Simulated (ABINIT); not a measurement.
## FeAs2 (Lollingite): changed settings of a GW run in ABINIT

A base run on FeAs2 (Lollingite), then changed inputs.

Calculated with ABINIT 10.8.3; LDA and many-body steps on it, plane waves.

## Step 1: The structure

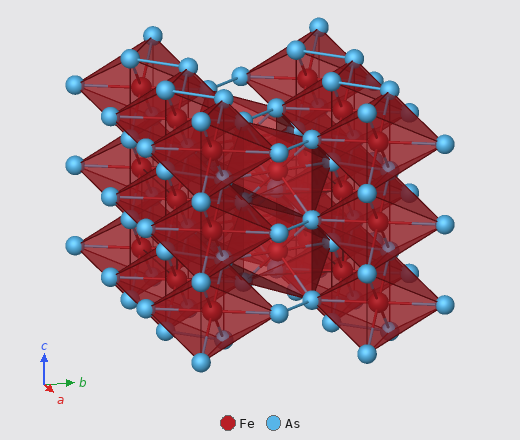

The starting structure, seen slightly off an axis (iron red, arsenic blue). 2×1×2 cells are drawn. Some periodic images of atoms are drawn too.

The cell and positions come from the Crystallography Open Database and are kept as given unless a step says otherwise.

## Step 2: Screening, 2×2×4 mesh, 148 bands, screening to 141.5 eV

This step: ABINIT 10.8.3; RPA screening on LDA, plane waves, norm-conserving pseudopotentials.

The RPA dielectric matrix is built and inverted for each q.

Input file run.abi:

```
acell 3*1.0 Angstrom
rprim 
  5.301200000000 0.000000000000 0.000000000000
  0.000000000000 5.985800000000 0.000000000000
  0.000000000000 0.000000000000 2.882200000000
ntypat 2
znucl 26 33
natom 6
typat 1 1 2 2 2 2
xred 
  0.000000000000 0.000000000000 -0.000000000000
  0.500000000000 0.500000000000 0.500000000000
  0.176300000000 0.362400000000 -0.000000000000
  0.823700000000 0.637600000000 -0.000000000000
  0.676300000000 0.137600000000 0.500000000000
  0.323700000000 0.862400000000 0.500000000000
pp_dirpath "pseudos"
pseudos "Fe.upf, As.upf"
ecut 65
ngkpt 2 2 4
nshiftk 1
shiftk 0 0 0
kptopt 1
chksymbreak 0
istwfk *1
occopt 1
irdwfk 1
optdriver 3
nband 148
ecuteps 5.2
inclvkb 2
awtr 1
symchi 1
indata_prefix "in"
outdata_prefix "out"
tmpdata_prefix "tmp"
gwmem 10
```

Command:

```
OMP_NUM_THREADS=1 mpirun -n 8 abinit run.abi > log
```

The log of the run:

```text
.Version 10.8.3 of ABINIT. v10.8.2 released Aug 2026.

 Symmetries : space group Pn n m (# 58); Bravais oP (primitive ortho.)
[... echo of the input left out ...]
== DATASET  1 ==================================================================
-   mpi_nproc: 8, omp_nthreads: 1 (-1 if OMP is not activated)

--- !DatasetInfo
iteration_state: {dtset: 1, }
dimensions: {natom: 6, nkpt: 12, mband: 148, nsppol: 1, nspinor: 1, nspden: 1, mpw: 15496, }
cutoff_energies: {ecut:  65.0, pawecutdg:  -1.0, }
electrons: {nelect:   1.24000000E+02, charge:   0.00000000E+00, occopt:   1.00000000E+00, tsmear:   1.00000000E-02, }

 SCREENING: Calculation of the susceptibility and dielectric matrices

 Based on a program developped by R.W. Godby, V. Olevano, G. Onida, and L. Reining.
 Incorporated in ABINIT by V. Olevano, G.-M. Rignanese, and M. Torrent.
.Using double precision arithmetic ; gwpc =  8

[... cell and pseudopotentials left out ...]
--------------------------------------------------------------------------------

 ==== K-mesh for the wavefunctions ====
 Number of points in the irreducible wedge :    12
[... list of points left out ...]
 Together with  8 symmetry operations and time-reversal symmetry
 yields    16 points in the full Brillouin Zone.

 ==== Q-mesh for the screening function ====
 Number of points in the irreducible wedge :    12
[... list of points left out ...]
 Together with  8 symmetry operations and time-reversal symmetry
 yields    16 points in the full Brillouin Zone.

 setmesh: FFT mesh size selected  =    54x   60x   30
          total number of points  =        97200

 vcoul_init : cutoff-mode = AUXILIARY_FUNCTION
 q-points for optical limit:   1
     1)      0.000010    0.000020    0.000030

- screening: taking advantage of time-reversal symmetry
- Maximum band index for partially occupied states nbvw = 62
- Remaining bands to be divided among processors   nbcw = 86
- Number of bands treated by each node ~10

 Number of electrons calculated from density =  124.0000; Expected =  124.0000
 average of density, n =  0.200911
 r_s =    1.0592
 omega_plasma =   43.2372 [eV]

 calculating chi0 at frequencies [eV] :
  1    0.000000E+00    0.000000E+00
  2    0.000000E+00    4.323723E+01

--------------------------------------------------------------------------------
  q-point number  1        q = ( 0.000000, 0.000000, 0.000000) [r.l.u.]
--------------------------------------------------------------------------------
[... chi0 elements left out ...]
 For q-point:  0.000010 0.000020 0.000030
  dielectric constant =  26.8692
  dielectric constant without local fields =  27.8857

  Average fulfillment of the sum rule on Im[epsilon] for q-point    1 :     26.63  [%]
[... wings left out ...]
  q-point number  2        q = ( 0.500000, 0.000000, 0.000000) [r.l.u.]
--------------------------------------------------------------------------------
[... chi0 elements left out ...]
  Average fulfillment of the sum rule on Im[epsilon] for q-point    2 :     29.69  [%]

 [... 10 further q-points ...]
```

Run time: 5.2 min. Hardware: 8 MPI ranks of Arm Neoverse V2, shared host; peak memory 3.3 GiB.

This step gave:

- ε∞ with local fields, on this mesh, along the program's q direction: 26.87
- the same without local fields: 27.89
- plasma frequency: 43.24 eV
- plane waves in the screening matrix: 345

Local fields lower ε∞ by 4 %. On a Γ-centred mesh this coarse the value itself is usually too large, while a short band sum pulls it down.

## Step 3: Base

The self-energy is evaluated for the states that the input lists, and the levels follow from it, in one-shot runs by the linearised quasiparticle equation.

This step: G0W0 on LDA, plane waves, norm-conserving pseudopotentials.

run.abi, as its differences from that of step 2:

```diff
@@ -27,8 +27,21 @@
 irdwfk 1
-optdriver 3
+optdriver 4
 nband 148
+gwcalctyp 0
+ecutsigx 65
+symsigma 1
+nkptgw 4
+kptgw 
+  0.0000000000 0.5000000000 0.2500000000
+  0.0000000000 0.0000000000 0.2500000000
+  0.5000000000 0.5000000000 0.5000000000
+  0.0000000000 0.0000000000 0.0000000000
+bdgw 
+  61 64
+  61 64
+  61 64
+  61 64
 ecuteps 5.2
-inclvkb 2
-awtr 1
-symchi 1
+irdscr 1
+ppmodel 1
 indata_prefix "in"
```

The log of the run:

```text
.Version 10.8.3 of ABINIT. v10.8.2 released Aug 2026.

 Symmetries : space group Pn n m (# 58); Bravais oP (primitive ortho.)
[... echo of the input left out ...]
== DATASET  1 ==================================================================
-   mpi_nproc: 8, omp_nthreads: 1 (-1 if OMP is not activated)

--- !DatasetInfo
iteration_state: {dtset: 1, }
dimensions: {natom: 6, nkpt: 12, mband: 148, nsppol: 1, nspinor: 1, nspden: 1, mpw: 15496, }
cutoff_energies: {ecut:  65.0, pawecutdg:  -1.0, }
electrons: {nelect:   1.24000000E+02, charge:   0.00000000E+00, occopt:   1.00000000E+00, tsmear:   1.00000000E-02, }

 SIGMA: Calculation of the GW corrections

 Based on a program developped by R.W. Godby, V. Olevano, G. Onida, and L. Reining.
 Incorporated in ABINIT by V. Olevano, G.-M. Rignanese, and M. Torrent.
.Using double precision arithmetic ; gwpc =  8

[... cell and pseudopotentials left out ...]
--------------------------------------------------------------------------------

 ==== K-mesh for the wavefunctions ====
 Number of points in the irreducible wedge :    12
[... list of points left out ...]
 Together with  8 symmetry operations and time-reversal symmetry
 yields    16 points in the full Brillouin Zone.

 ==== Q-mesh for screening function ====
 Number of points in the irreducible wedge :    12
[... list of points left out ...]
 Together with  8 symmetry operations and time-reversal symmetry
 yields    16 points in the full Brillouin Zone.

 vcoul_init : cutoff-mode = AUXILIARY_FUNCTION
 q-points for optical limit:   1
     1)      0.000010    0.000020    0.000030
 setmesh: FFT mesh size selected  =    90x   96x   48
          total number of points  =       414720

 Number of electrons calculated from density =  124.0000; Expected =  124.0000
 average of density, n =  0.200911
 r_s =    1.0592
 omega_plasma =   43.2372 [eV]

 === KS Band Gaps ===
  >>>> For spin  1
   Minimum direct gap =   0.5776 [eV], located at k-point      :   0.5000  0.5000  0.5000
   Fundamental gap    =   0.2725 [eV], Top of valence bands at :   0.0000  0.5000  0.2500
                                       Bottom of conduction at :   0.0000  0.0000  0.2500
 SIGMA fundamental parameters:
 PLASMON POLE MODEL  1
 number of plane-waves for SigmaX                15443
 number of plane-waves for SigmaC and W            345
 number of plane-waves for wavefunctions         15443
 number of bands                                   148
 number of independent spin polarizations            1
 number of spinorial components                      1
 number of k-points in IBZ                          12
 number of q-points in IBZ                          12
 number of symmetry operations                       8
 number of k-points in BZ                           16
 number of q-points in BZ                           16
 number of frequencies for dSigma/dE                 9
 frequency step for dSigma/dE [eV]                0.25
 number of omega for Sigma on real axis              0
 max omega for Sigma on real axis  [eV]           0.00
 zcut for avoiding poles [eV]                     0.10

 EPSILON^-1 parameters (SCR file):
 dimension of the eps^-1 matrix on file            345
 dimension of the eps^-1 matrix used               345
 number of plane-waves for wavefunctions         15443
 number of bands                                   148
 number of q-points in IBZ                          12
 number of frequencies                               2
 number of real frequencies                          1
 number of imag frequencies                          1

 matrix elements of self-energy operator (all in [eV])

 Perturbative Calculation

--- !SelfEnergy_ee
iteration_state: {dtset: 1, }
kpoint     : [   0.000,    0.500,    0.250, ]
spin       : 1
KS_gap     :    0.788
QP_gap     :    0.957
Delta_QP_KS:    0.169
data: !SigmaeeData |
     Band     E0 <VxcDFT>   SigX SigC(E0)      Z dSigC/dE  Sig(E)    E-E0       E
       61   9.792 -23.904 -26.891   4.308   0.731  -0.368 -22.939   0.965  10.757
       62   9.792 -23.904 -26.891   4.308   0.731  -0.368 -22.939   0.965  10.757
       63  10.580 -24.437 -21.702  -1.185   0.732  -0.367 -23.303   1.134  11.714
       64  10.580 -24.437 -21.702  -1.185   0.732  -0.367 -23.303   1.134  11.714

--- !SelfEnergy_ee
iteration_state: {dtset: 1, }
kpoint     : [   0.000,    0.000,    0.250, ]
spin       : 1
KS_gap     :    0.672
QP_gap     :    0.737
Delta_QP_KS:    0.065
data: !SigmaeeData |
     Band     E0 <VxcDFT>   SigX SigC(E0)      Z dSigC/dE  Sig(E)    E-E0       E
       61   9.230 -24.880 -29.154   5.716   0.716  -0.397 -23.848   1.031  10.261
       62   9.393 -25.937 -27.276   2.888   0.720  -0.389 -24.822   1.115  10.508
[...]
--- !SelfEnergy_ee
iteration_state: {dtset: 1, }
kpoint     : [   0.500,    0.500,    0.500, ]
spin       : 1
KS_gap     :    0.578
QP_gap     :    1.177
Delta_QP_KS:    0.599
data: !SigmaeeData |
     Band     E0 <VxcDFT>   SigX SigC(E0)      Z dSigC/dE  Sig(E)    E-E0       E
[...]
--- !SelfEnergy_ee
iteration_state: {dtset: 1, }
kpoint     : [   0.000,    0.000,    0.000, ]
spin       : 1
KS_gap     :    1.645
QP_gap     :    1.800
Delta_QP_KS:    0.155
data: !SigmaeeData |
     Band     E0 <VxcDFT>   SigX SigC(E0)      Z dSigC/dE  Sig(E)    E-E0       E
[...]
62   9.761 -27.657 -32.576   6.532   0.703  -0.423 -26.524   1.133  10.895
       63  11.406 -27.004 -23.531  -1.703   0.728  -0.374 -25.716   1.288  12.694
       64  12.282 -14.595 -10.086  -3.455   0.804  -0.244 -13.748   0.848  13.129

== END DATASET(S) ==============================================================
================================================================================

 -outvars: echo values of variables after computation  --------
           etotal      0.0000000000E+00
            nband         148
             nkpt          12
          spgroup          58
 [... the other variables as echoed above ...]

 Calculation completed.
```

Elapsed: 36 s, on 8 MPI ranks; peak memory 2.6 GiB; 4.8 min of CPU time.

This step gave:

```yaml
g0w0_gap_on_the_mesh: 0.3500 eV
starting_gap_on_the_mesh: 0.2727 eV
k_of_the_valence_top: 0, 0, 0
k_of_the_conduction_bottom: 0, 0, 0.25
z_at_the_valence_top: 0.703
z_at_the_conduction_bottom: 0.722
least_direct_g0w0_gap_on_the_computed_points: 0.7370 eV
```

The gap on the mesh goes from 0.27 eV to 0.35 eV, a correction of +0.08 eV.

## Step 4: Smaller part of the screening matrix

run.abi, as its differences from that of step 3:

```diff
@@ -43,3 +43,3 @@
   61 64
-ecuteps 5.2
+ecuteps 1.3
 irdscr 1
```

The log of the run:

```text
.Version 10.8.3 of ABINIT. v10.8.2 released Aug 2026.

 Symmetries : space group Pn n m (# 58); Bravais oP (primitive ortho.)
[... echo of the input left out ...]
== DATASET  1 ==================================================================
-   mpi_nproc: 8, omp_nthreads: 1 (-1 if OMP is not activated)

--- !DatasetInfo
iteration_state: {dtset: 1, }
dimensions: {natom: 6, nkpt: 12, mband: 148, nsppol: 1, nspinor: 1, nspden: 1, mpw: 15496, }
cutoff_energies: {ecut:  65.0, pawecutdg:  -1.0, }
electrons: {nelect:   1.24000000E+02, charge:   0.00000000E+00, occopt:   1.00000000E+00, tsmear:   1.00000000E-02, }

 SIGMA: Calculation of the GW corrections

 Based on a program developped by R.W. Godby, V. Olevano, G. Onida, and L. Reining.
 Incorporated in ABINIT by V. Olevano, G.-M. Rignanese, and M. Torrent.
.Using double precision arithmetic ; gwpc =  8

[... cell and pseudopotentials left out ...]
--------------------------------------------------------------------------------

 ==== K-mesh for the wavefunctions ====
 Number of points in the irreducible wedge :    12
[... list of points left out ...]
 Together with  8 symmetry operations and time-reversal symmetry
 yields    16 points in the full Brillouin Zone.

 ==== Q-mesh for screening function ====
 Number of points in the irreducible wedge :    12
[... list of points left out ...]
 Together with  8 symmetry operations and time-reversal symmetry
 yields    16 points in the full Brillouin Zone.

 vcoul_init : cutoff-mode = AUXILIARY_FUNCTION
 q-points for optical limit:   1
     1)      0.000010    0.000020    0.000030
 setmesh: FFT mesh size selected  =    90x   96x   48
          total number of points  =       414720

 Number of electrons calculated from density =  124.0000; Expected =  124.0000
[...]
matrix elements of self-energy operator (all in [eV])

 Perturbative Calculation

--- !SelfEnergy_ee
iteration_state: {dtset: 1, }
kpoint     : [   0.000,    0.500,    0.250, ]
spin       : 1
KS_gap     :    0.788
QP_gap     :    1.219
Delta_QP_KS:    0.431
data: !SigmaeeData |
     Band     E0 <VxcDFT>   SigX SigC(E0)      Z dSigC/dE  Sig(E)    E-E0       E
       61   9.792 -23.904 -26.891   3.740   0.773  -0.293 -23.322   0.582  10.374
       62   9.792 -23.904 -26.891   3.740   0.773  -0.293 -23.322   0.582  10.374
       63  10.580 -24.437 -21.702  -1.433   0.778  -0.286 -23.424   1.013  11.593
[...]
--- !SelfEnergy_ee
iteration_state: {dtset: 1, }
kpoint     : [   0.000,    0.000,    0.250, ]
spin       : 1
KS_gap     :    0.672
QP_gap     :    0.712
Delta_QP_KS:    0.040
data: !SigmaeeData |
     Band     E0 <VxcDFT>   SigX SigC(E0)      Z dSigC/dE  Sig(E)    E-E0       E
[...]
--- !SelfEnergy_ee
iteration_state: {dtset: 1, }
kpoint     : [   0.500,    0.500,    0.500, ]
spin       : 1
KS_gap     :    0.578
QP_gap     :    1.521
Delta_QP_KS:    0.943
data: !SigmaeeData |
     Band     E0 <VxcDFT>   SigX SigC(E0)      Z dSigC/dE  Sig(E)    E-E0       E
[...]
--- !SelfEnergy_ee
iteration_state: {dtset: 1, }
kpoint     : [   0.000,    0.000,    0.000, ]
spin       : 1
KS_gap     :    1.645
QP_gap     :    2.549
Delta_QP_KS:    0.904
data: !SigmaeeData |
     Band     E0 <VxcDFT>   SigX SigC(E0)      Z dSigC/dE  Sig(E)    E-E0       E
[...]
63  11.406 -27.004 -23.531  -1.863   0.776  -0.289 -25.755   1.249  12.655
       64  12.282 -14.595 -10.086  -3.168   0.814  -0.228 -13.504   1.092  13.373

== END DATASET(S) ==============================================================
================================================================================

 -outvars: echo values of variables after computation  --------
           etotal      0.0000000000E+00
            nband         148
             nkpt          12
          spgroup          58
 [... the other variables as echoed above ...]

 Calculation completed.
```

Wall time 16 s (8 MPI ranks); peak memory 1.9 GiB.

Numbers from this step:

```
G0W0 gap on the mesh                         : 0.7120 eV
starting gap on the mesh                     : 0.2727 eV
k of the valence top                         : 0, 0, 0.25
k of the conduction bottom                   : 0, 0, 0.25
Z at the valence top                         : 0.768
Z at the conduction bottom                   : 0.771
least direct G0W0 gap on the computed points : 0.7120 eV
```

(Part 1 of 2 ends here.)

[Paths, hosts, dates, memory and timing lines, banners, echoed tables and standing remarks are left out of the program output.]

[Logs are printed without paths, hosts, clocks, repeated set-up lines and the standing remarks that a program may print on its own settings, such as how far it seeks lower states.]

[Runs of the session that timed out or met a known fault of the program may be left out.]

[Hosts, paths, dates, database ids (printed as entryN), source tags and the programs' standing remarks are cut or masked in the printed files.]

[G0W0 gaps are taken among the corrected bands and points alone; a level outside them can change the order at an edge.]

[Where Ansatz stands beside ABINIT at settings called matched, ABINIT's density can come from a denser mesh and the files from another edition; pairs whose starting gaps differed by over 0.03 eV were left out, so agreement reads better than it is.]
